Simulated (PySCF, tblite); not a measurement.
# C3H4ClF3Si: geometry, infrared bands and NMR shifts

Aim: predict the infrared bands and NMR shifts of C3H4ClF3Si (`FC(F)[C@@]1(F)[SiH2][C@H]1Cl`).

The runs use tblite 0.8.0 and PySCF 2.14.0, with density-fitted response routines of our own; the level of theory stands in each step. All values are computed, except where a source is named. Atoms count from 0, in the outputs and in this text.

### Step 1. The starting structure

12 atoms, charge 0, multiplicity 1; geometry from: force field or distance geometry start.

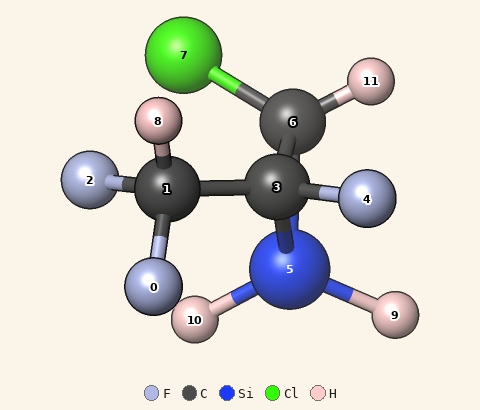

The starting geometry (fluorine light blue, carbon dark grey, silicon blue, chlorine green, hydrogen pink), atoms numbered.

### Step 2. Relaxing the molecule with GFN2-xTB

Job settings and geometry (Å):

```
{"job": {"kind": "relax", "xc": "GFN2-xTB", "basis": "xTB"}, "charge": 0, "multiplicity": 1}
F     -1.135300    -2.135100     0.167700
C     -1.301900    -0.761800     0.060200
F     -1.430300    -0.460900    -1.255700
C     -0.092700    -0.078800     0.652300
F      0.224000    -0.304900     2.000000
Si     1.435400    -0.149200    -0.419800
C      0.318000     1.256100     0.093500
Cl    -0.549400     1.961700    -1.276300
H     -2.227100    -0.419000     0.581300
H      2.740200    -0.138200     0.257100
H      1.331500    -0.721100    -1.749000
H      0.689000     1.950400     0.862700
```

Command:

```bash
> OMP_NUM_THREADS=1 python probes_run.py task.json out
```

This one command runs all jobs of the session in turn.

Log:

```text
step      E/eV     max force
  0    -785.42882    2.416
  1    -785.59734    1.122
  2    -785.74190    0.934
  3    -785.83799    0.871
  4    -785.89559    0.701
  5    -785.93189    0.448
  6    -785.95698    0.431
  7    -785.97134    0.322
  8    -785.98316    0.274
  9    -785.99557    0.300
 10    -786.00737    0.292
 11    -786.01515    0.245
 12    -786.01872    0.154
 13    -786.02068    0.122
 14    -786.02219    0.102
 15    -786.02330    0.094
 16    -786.02425    0.094
 17    -786.02538    0.100
 18    -786.02687    0.150
 19    -786.02838    0.143
 20    -786.02945    0.077
 21    -786.03011    0.068
 22    -786.03066    0.070
 23    -786.03129    0.080
 24    -786.03196    0.080
 25    -786.03270    0.104
 26    -786.03364    0.102
 27    -786.03481    0.120
 28    -786.03600    0.100
 29    -786.03702    0.084
 30    -786.03803    0.087
 31    -786.03928    0.103
 32    -786.04078    0.128
 33    -786.04217    0.107
 34    -786.04316    0.081
 35    -786.04396    0.096
 36    -786.04496    0.111
 37    -786.04611    0.106
 38    -786.04700    0.071
 39    -786.04751    0.065
 40    -786.04796    0.081
 41    -786.04849    0.076
 42    -786.04961    0.085
 43    -786.05010    0.099
 44    -786.05065    0.081
 45    -786.05102    0.043
 46    -786.05129    0.035
 47    -786.05141    0.026
 48    -786.05150    0.025
 49    -786.05158    0.024
 50    -786.05167    0.024
 51    -786.05175    0.020
 52    -786.05182    0.020
 53    -786.05187    0.018
 54    -786.05194    0.018
 55    -786.05200    0.018
 56    -786.05205    0.022
 57    -786.05210    0.021
 58    -786.05215    0.022
 59    -786.05221    0.020
 60    -786.05229    0.019
 61    -786.05235    0.021
 62    -786.05241    0.023
 63    -786.05248    0.025
 64    -786.05255    0.023
 65    -786.05261    0.021
 66    -786.05265    0.009
```

Wall time 0.75 s (1 thread of Arm Neoverse N1, shared host); peak memory 0.18 GiB.

Step by step: (not every step is listed)

```csv
step,energy from step 0 (eV),largest force (eV/Å)
0,0.0000,2.4155
1,-0.1685,1.1222
2,-0.3131,0.9343
3,-0.4092,0.8709
4,-0.4668,0.7012
5,-0.5031,0.4482
6,-0.5282,0.4311
7,-0.5425,0.3215
8,-0.5543,0.2743
13,-0.5919,0.1221
18,-0.5981,0.1496
23,-0.6025,0.0797
28,-0.6072,0.1002
33,-0.6134,0.1069
38,-0.6182,0.0711
43,-0.6213,0.0989
48,-0.6227,0.0251
53,-0.6231,0.0177
58,-0.6233,0.0222
61,-0.6235,0.0208
62,-0.6236,0.0232
63,-0.6237,0.0246
64,-0.6237,0.0226
65,-0.6238,0.0213
66,-0.6238,0.0086
```

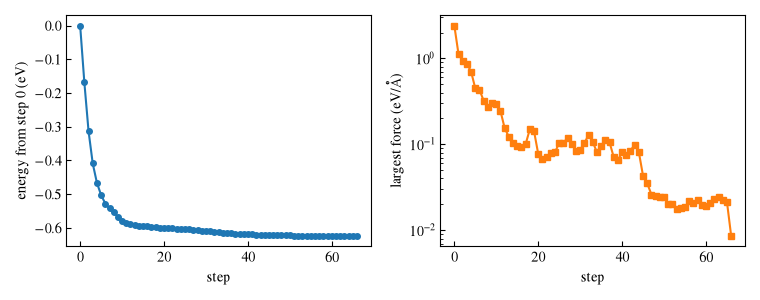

Energy and force, step by step.

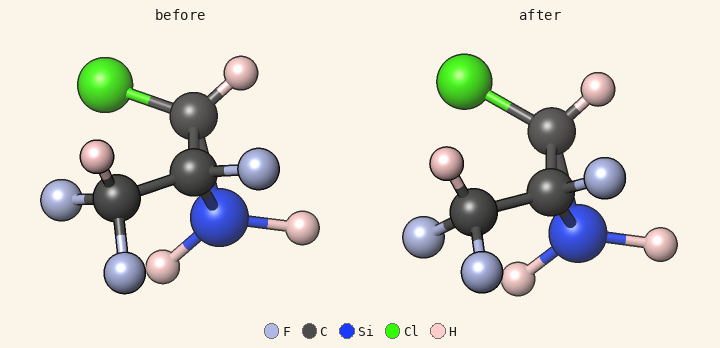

The geometry before (left) and after (right).

Close pairs (by a distance rule), those that changed most:

| bond | before (Å) | after (Å) | change (Å) |
| --- | --- | --- | --- |
| C3–Si5 | 1.868 | 1.912 | +0.044 |
| Si5–C6 | 1.867 | 1.908 | +0.041 |
| F0–C1 | 1.388 | 1.353 | -0.035 |
| C3–F4 | 1.403 | 1.377 | -0.026 |
| C3–C6 | 1.504 | 1.529 | +0.025 |
| Si5–H9 | 1.470 | 1.448 | -0.022 |
| C6–H11 | 1.101 | 1.086 | -0.015 |
| C1–H8 | 1.116 | 1.102 | -0.014 |

The end geometry stands in the next job.

### Step 3. Infrared spectrum with GFN2-xTB

Job settings and geometry (Å):

```
{"job": {"kind": "ir", "xc": "GFN2-xTB", "basis": "xTB"}, "charge": 0, "multiplicity": 1}
F     -1.397923    -2.045762     0.489507
C     -1.282163    -0.768875     0.058433
F     -1.245822    -0.837658    -1.293755
C     -0.001021    -0.151956     0.569443
F      0.043954    -0.266421     1.941029
Si     1.570583    -0.127959    -0.519413
C      0.380169     1.242011     0.070593
Cl    -0.780781     2.105491    -0.943379
H     -2.192998    -0.226619     0.358434
H      2.817173    -0.164796     0.216170
H      1.395051    -0.651535    -1.853050
H      0.694976     1.893394     0.879961
```

Log:

```text
mode    cm-1     km/mol
  1      57.8      2.69
  2      97.6      5.27
  3     115.5      0.94
  4     183.9     16.74
  5     222.3      1.90
  6     258.2     12.57
  7     301.1      7.66
  8     395.5      3.96
  9     432.5     20.28
 10     482.4     23.43
 11     505.5     47.04
 12     535.7     91.16
 13     582.8      3.30
 14     600.6     11.93
 15     646.3     27.86
 16     704.3    166.56
 17     791.9     14.19
 18     924.7     25.55
 19     975.0      4.99
 20    1039.3    191.77
 21    1065.5     90.16
 22    1106.4     54.43
 23    1193.2      4.19
 24    1221.0     26.16
 25    1247.7      2.82
 26    1261.7     53.21
 27    2407.0    145.55
 28    2455.2    222.31
 29    2886.1     23.61
 30    2998.1      0.66
```

Run time: 0.69 s. Hardware: 1 thread of Arm Neoverse N1, shared host; peak memory 0.18 GiB.

Which atoms move in the most intense modes:

| cm⁻¹ | km/mol | atoms |
| --- | --- | --- |
| 536 | 91.2 | H10 49 %, H9 38 % |
| 704 | 166.6 | H10 43 %, H9 38 %, Si5 13 % |
| 1039 | 191.8 | C1 63 %, F0 16 %, F2 15 % |
| 1066 | 90.2 | C1 41 %, F2 16 %, F0 13 %, C3 10 % |
| 1106 | 54.4 | C3 36 %, H11 32 %, F4 10 % |
| 1262 | 53.2 | H8 60 %, C1 27 % |
| 2407 | 145.6 | H9 91 % |
| 2455 | 222.3 | H10 90 % |

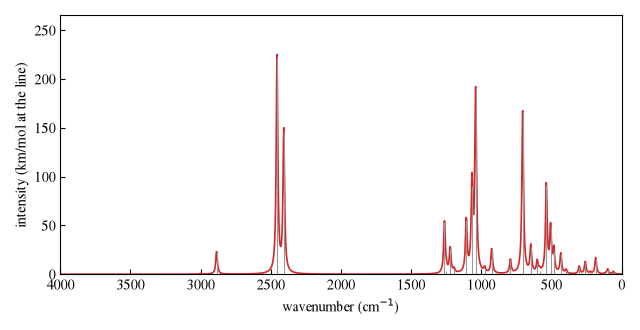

The infrared spectrum from these modes, unscaled. Lines are broadened to a width of 14 cm⁻¹ (Lorentzian).

### Step 4. Nuclear shieldings: PBE0/pcSseg-1

Settings changed since step 3:

```diff
@@ -1,2 +1,2 @@
-{"job": {"kind": "ir", "xc": "GFN2-xTB", "basis": "xTB"}, "charge": 0, "multiplicity": 1}
+{"job": {"kind": "nmr", "xc": "PBE0", "basis": "pcSseg-1"}, "charge": 0, "multiplicity": 1}
 F     -1.397923    -2.045762     0.489507
```

With the program's defaults for keys left out, this is: GIAO PBE0/pcSseg-1 NMR shielding, non-relativistic, gas phase.

Log:

```text
coarse grid: 12248 points
cycle   1  E = -1164.9558523757  dE =  1.113e+00  |g| = 7.835e-01  |ddm| = 3.246e+00
cycle   2  E = -1164.8437157313  dE =  1.121e-01  |g| = 1.184e+00  |ddm| = 1.232e+00
cycle   3  E = -1165.0590124941  dE = -2.153e-01  |g| = 8.178e-02  |ddm| = 7.620e-01
cycle   4  E = -1165.0600763232  dE = -1.064e-03  |g| = 4.896e-02  |ddm| = 1.330e-01
cycle   5  E = -1165.0606383530  dE = -5.620e-04  |g| = 1.057e-02  |ddm| = 5.261e-02
cycle   6  E = -1165.0606607240  dE = -2.237e-05  |g| = 3.518e-03  |ddm| = 1.374e-02
cycle   7  E = -1165.0606633568  dE = -2.633e-06  |g| = 6.829e-04  |ddm| = 4.099e-03
final grid: 113600 points
cycle   8  E = -1165.1246049467  dE = -4.068e-05  |g| = 7.770e-03  |ddm| = 2.417e-02
cycle   9  E = -1165.1245884310  dE =  1.652e-05  |g| = 1.204e-02  |ddm| = 1.501e-02
cycle  10  E = -1165.1246168989  dE = -2.847e-05  |g| = 9.156e-04  |ddm| = 9.229e-03
cycle  11  E = -1165.1246170198  dE = -1.209e-07  |g| = 2.984e-04  |ddm| = 1.057e-03
cycle  12  E = -1165.1246170376  dE = -1.782e-08  |g| = 1.034e-04  |ddm| = 3.126e-04
cycle  13  E = -1165.1246170395  dE = -1.950e-09  |g| = 2.487e-05  |ddm| = 9.022e-05
cycle  14  E = -1165.1246170397  dE = -1.342e-10  |g| = 4.688e-06  |ddm| = 2.942e-05
converged SCF energy = -1165.1246170397

GIAO shielding tensors (ppm)
atom      isotropic    diamagn.    paramagn.     s11        s22        s33       span
  0 F      311.656     469.960    -158.304    209.361    342.596    383.011    173.650
  1 C       67.290     237.291    -170.001     51.497     68.281     82.091     30.594
  2 F      310.022     473.603    -163.581    215.884    336.424    377.758    161.873
  3 C       97.543     248.129    -150.586     46.830     78.966    166.832    120.003
  4 F      392.516     472.948     -80.432    339.668    395.812    442.069    102.401
  5 Si     468.984     879.724    -410.741    368.711    409.110    629.130    260.419
  6 C      145.743     254.214    -108.471    110.007    137.669    189.551     79.544
  7 Cl     884.763    1146.161    -261.398    776.350    799.950   1077.990    301.639
  8 H       25.031      26.761      -1.730     21.301     26.000     27.791      6.490
  9 H       28.314      29.032      -0.718     23.424     25.705     35.812     12.388
 10 H       28.159      28.788      -0.629     23.104     27.122     34.250     11.146
 11 H       27.961      29.984      -2.023     21.868     27.796     34.218     12.351
```

Run time: 52 s. Hardware: 1 thread of Arm Neoverse N1, shared host; peak memory 0.75 GiB.

Shifts follow as δ = σ(reference) − σ, with reference shieldings (ppm) from runs at the same level and on the same kind of geometry: 1H TMS 31.72, 13C TMS 186.9, 29Si TMS 349.2, 19F CFCl3 170.9, 35Cl HCl 950. The references are single molecules in the gas phase, so shifts against H2O, NH3, PH3, H3PO4 or CFCl3 are not on the usual liquid scales and can be off by tens of ppm.

```csv
atoms,environment,σ (ppm),δ (ppm),δ scaled to CDCl3
C1,sp3 CH bonded to 2 F,67.3,119.6,114.8
C3,three-membered-ring carbon bearing a halogen,97.5,89.4,85.3
C6,three-membered-ring carbon bearing a halogen,145.7,41.2,38.3
H8,hydrogen on an sp3 CH bonded to 2 F,25.03,6.69,6.41
H11,hydrogen on a three-membered-ring carbon bearing a halogen,27.96,3.76,3.65
H10,"hydrogen on a silicon bonded to 2 C, in a 3-membered ring",28.16,3.56,–
H9,"hydrogen on a silicon bonded to 2 C, in a 3-membered ring",28.31,3.40,–
F2,fluorine of a CF2 group,310.0,-139.1,–
F0,fluorine of a CF2 group,311.7,-140.7,–
F4,fluorine on an sp3 carbon,392.5,-221.6,–
Si5,"silicon bonded to 2 C, 2 H, in a 3-membered ring",469.0,-119.8,–
Cl7,chlorine bonded to C,885,65,–
```

The scaled column applies a straight-line fit of computed shieldings to shifts measured in CDCl3, with any fitted terms for Cl, Br or S neighbours, and one for carbons that bear F (root-mean-square error 0.16 ppm for H, 1.9 ppm for C).

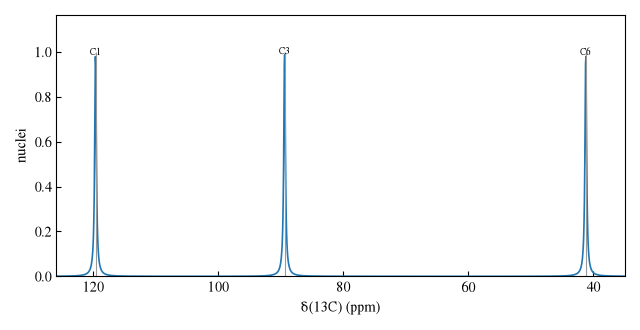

13C lines at the computed shifts, without couplings. Lines are broadened to a width of 0.31 ppm (Lorentzian).

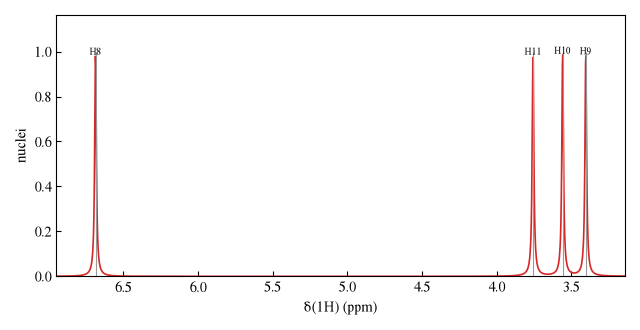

1H lines at the computed shifts, without couplings. Lines are broadened to a width of 0.01 ppm (Lorentzian).

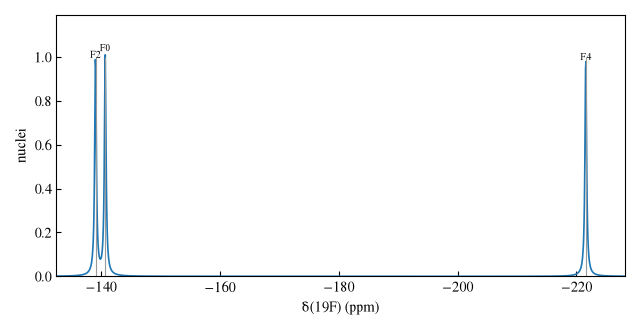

19F lines at the computed shifts, without couplings. Lines are broadened to a width of 0.33 ppm (Lorentzian).

The run also stored atomic charges by several schemes (e):

```csv
atoms,Mulliken,IAO,Hirshfeld,ESP fit
F0,-0.29,-0.29,-0.11,-0.24
C1,0.59,0.44,0.13,0.41
F2,-0.30,-0.30,-0.09,-0.23
C3,-0.06,0.04,-0.02,0.06
F4,-0.30,-0.30,-0.10,-0.19
Si5,0.59,0.66,0.33,0.28
C6,-0.40,-0.39,-0.11,-0.41
Cl7,-0.09,-0.07,-0.05,-0.08
```

IAO charges:

```csv
atom,value (e)
F0,-0.29
C1,0.44
F2,-0.30
C3,0.04
F4,-0.30
Si5,0.66
C6,-0.39
Cl7,-0.07
H8,0.15
H9,-0.08
H10,-0.06
H11,0.19
```

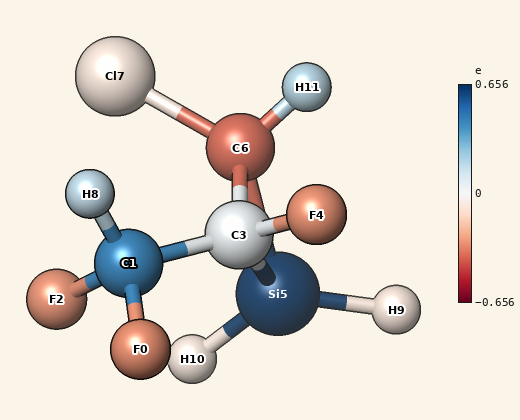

IAO charges, as colours on the atoms.

Mayer bond orders: F0–C1 0.97, C1–F2 0.94, C1–C3 0.95, C3–F4 0.88, C3–Si5 0.84, Si5–C6 0.85, C6–Cl7 0.99, C6–C3 0.84.

Ring of atoms C3, Si5, C6: NICS(0) -22.2, NICS(1) -7.3, NICS(1)zz -13.5 ppm (means of both faces).

In rings of three or four atoms NICS is ruled by the nearby σ bonds, so it says little on aromaticity.

The fields below are evaluated on a grid from the run's orbitals.

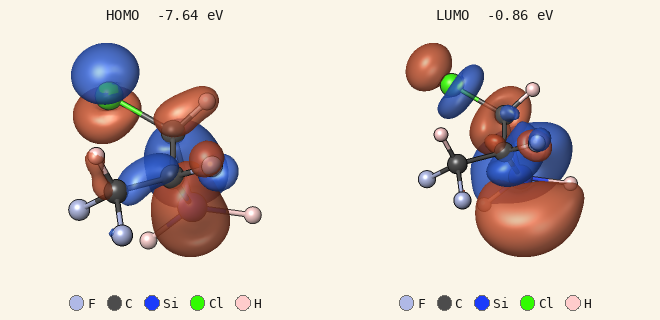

Frontier orbitals at PBE0/pcSseg-1; each surface holds 70 % of the orbital's density, blue and red mark the sign.

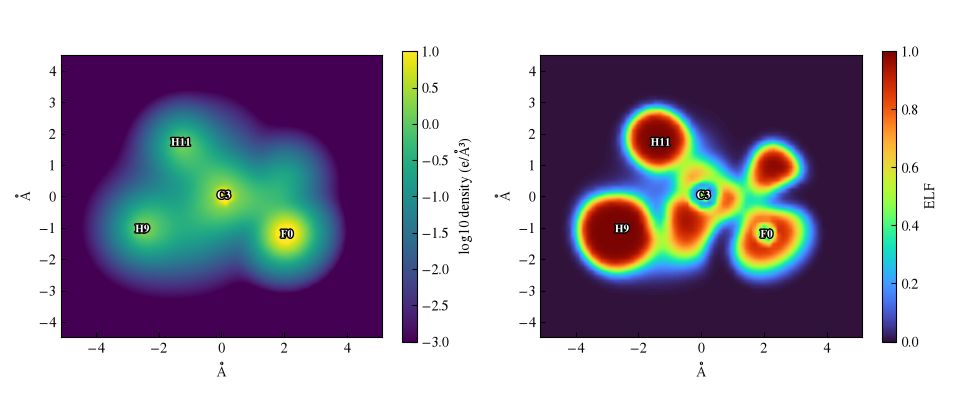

Density (left) and ELF (right) in a plane through or near 4 of the atoms.

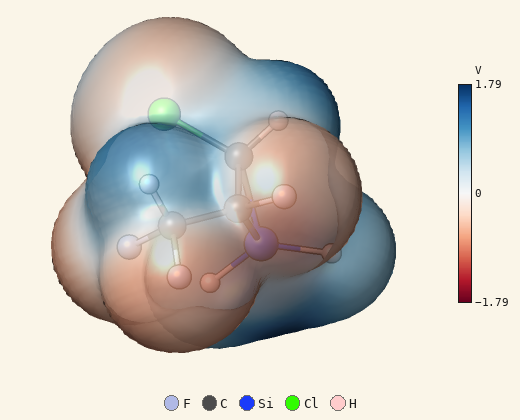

Electrostatic potential on the surface of density 0.002 e/bohr³; red is low, blue high. It runs from -0.82 V near F0 to 1.79 V near H10.

### Step 5. Results

```
                                 quantity                       value
strongest single infrared mode (GFN2-xTB)       2455 cm⁻¹, 222 km/mol
             zero-point energy (GFN2-xTB)               39.6 kcal/mol
   13C shifts against TMS (PBE0/pcSseg-1)       119.6, 89.4, 41.2 ppm
    1H shifts against TMS (PBE0/pcSseg-1)  6.69, 3.76, 3.56, 3.40 ppm
 19F shifts against CFCl3 (PBE0/pcSseg-1)  -139.1, -140.7, -221.6 ppm
  29Si shifts against TMS (PBE0/pcSseg-1)                  -119.8 ppm
  35Cl shifts against HCl (PBE0/pcSseg-1)                      65 ppm
    surface potential, least and greatest          -0.82 V and 1.79 V
```

In words: Relaxing lowered the energy by 0.624 eV in 66 steps; the close pair that moved most is C3–Si5, from 1.868 to 1.912 Å. All 30 modes are real, so the xTB geometry is a minimum. The strongest single mode, at 2455 cm⁻¹, moves mainly H10. GFN2-xTB is a fitted tight-binding method: band positions and strengths are rough. Its intensities can rank the bands wrongly. H8 (hydrogen on an sp3 CH bonded to 2 F) lies farthest downfield among hydrogen, at 6.69 ppm; its carbon carries F, an electronegative neighbour. At PBE0/pcSseg-1: Shielding is most anisotropic at Cl7 (span 302 ppm, paramagnetic term -261 ppm). At PBE0/pcSseg-1, counted by nearest atom on the grid, the HOMO lies on Cl7 26 %; Si5 22 %, the LUMO on Si5 29 %; H9, H10 about 16 % each.
